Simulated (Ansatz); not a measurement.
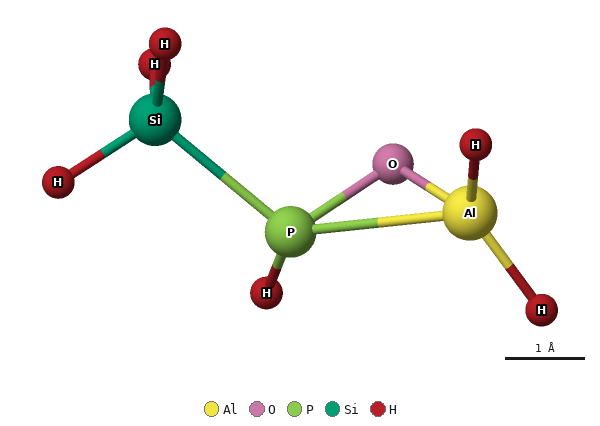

**Figure 1.** The input geometry (ball-and-stick view, seen at a tilt). Sticks mark near contacts. Bond lengths as drawn: Al–H 1.58 Å, Al–O 1.77 Å, Al–P 2.48 Å, H–P 1.42 Å, H–Si 1.48 to 1.49 Å, O–P 1.63 Å and P–Si 2.26 Å.

## AlSiPH6O (charge +1): single-point calculation

AlSiPH6O, charge +1, multiplicity 2, computed with UKS wB97/def2-mTZVP (Ansatz 0.2.0).

The geometry comes from this level: PBE0-D4/def2-TZVP.

## What the program printed
```
Functional definition: wB97
  name "wB97"
  cite "Chai & Head-Gordon, J. Chem. Phys. 128, 084106 (2008) doi:10.1063/1.2834918"
  cite "Becke, J. Chem. Phys. 107, 8554 (1997) doi:10.1063/1.475007"
  parameter omega = 0.4/bohr
  parameter cx1 = 1.13116
  parameter cx2 = -2.74915
  parameter cx3 = 12.0900
  parameter cx4 = -5.71642
  parameter css1 = -2.55352
  parameter css2 = 11.8926
  parameter css3 = -26.9452
  parameter css4 = 17.0927
  parameter cos1 = 3.99051
  parameter cos2 = -17.0066
  parameter cos3 = 1.07292
  parameter cos4 = 8.88211
  # The coefficients of nought are those of the uniform gas.
  exchange = spin_sum(e_x_unif_sr(omega)*poly(b97_u_x, 1, cx1, cx2, cx3, cx4)) + exact_x_lr(omega)
  correlation = spin_sum(e_c_pw_same_spin*poly(b97_u_same, 1, css1, css2, css3, css4))
      + integral(e_c_pw_opposite_spin*poly(b97_u_opposite, 1, cos1, cos2, cos3, cos4))
1082 factors; their error is unknown
434 factors; integrals over basis functions are off by at most 1.4e-5 eV
mean field evaluation 1: about -25888.4776 eV, gradient 5.4e1 eV
mean field evaluation 2: about -25868.7312 eV, gradient 8.8e1 eV
mean field evaluation 4: about -25899.2791 eV, gradient 2.0e0 eV
mean field evaluation 8: about -25899.3947 eV, gradient 2.6e-1 eV
mean field evaluation 16: about -25899.3769 eV, gradient 6.9e-3 eV
mean field evaluation 32: about -25899.2411 eV, gradient 2.1e0 eV
mean field evaluation 64: about -25886.6937 eV, gradient 4.5e1 eV
mean field evaluation 96: about -25899.3769 eV, gradient 7.0e-4 eV
mean field -25899.37691541 eV, -951.7845464132 hartree, gradient 1.8e-5 eV, S^2 0.757150; 5 other end points of the search recorded, 0 dependent functions left out
reference -25899.37690179 eV, -951.7845459127 hartree; 28, 27 occupied and 80, 81 virtual orbitals, 1082 factors
Total energy: -25899.37690179 eV, -951.7845459127 hartree
```

The run was set up as follows.

## Input file
```yaml
crystal:
  periodic: [false, false, false]
  atoms:
    - {symbol: Al, position_ang: [0.098451, 2.364610, -0.214023]}
    - {symbol: O, position_ang: [0.430159, 0.821743, -1.012859]}
    - {symbol: P, position_ang: [0.620908, 0.018993, 0.396419]}
    - {symbol: Si, position_ang: [-0.539170, -1.902627, 0.153059]}
    - {symbol: H, position_ang: [-1.418518, 2.748344, -0.000870]}
    - {symbol: H, position_ang: [1.321772, 3.342187, -0.008116]}
    - {symbol: H, position_ang: [1.931875, -0.527833, 0.327774]}
    - {symbol: H, position_ang: [-0.171718, -2.583009, -1.114941]}
    - {symbol: H, position_ang: [-0.205473, -2.761052, 1.319918]}
    - {symbol: H, position_ang: [-1.985085, -1.572456, 0.156641]}
basis:
  gaussian: {orbitals: def2-mTZVP}
total_charge: 1
magnetization: {spin_polarized: true, initial_magnetization: 1}
hamiltonian: {xc: {name: wB97}}
scf: {lower_state_search: full}
```

Launch command:
```bash
ansatz run in.yaml --threads 2 --pin off --events-out ev --progress --plain --max-ram 4352MiB
```

## Results in brief

```tsv
quantity	value
outcome	converged
total energy	−25899.3769 eV
⟨S²⟩	0.757
SCF solution under orbital rotations	stable
hardware	2 threads of Arm Neoverse V1, 23 GiB of memory available, shared host
wall time	29 s (CPU time 57 s)
peak memory	0.43 GiB
```
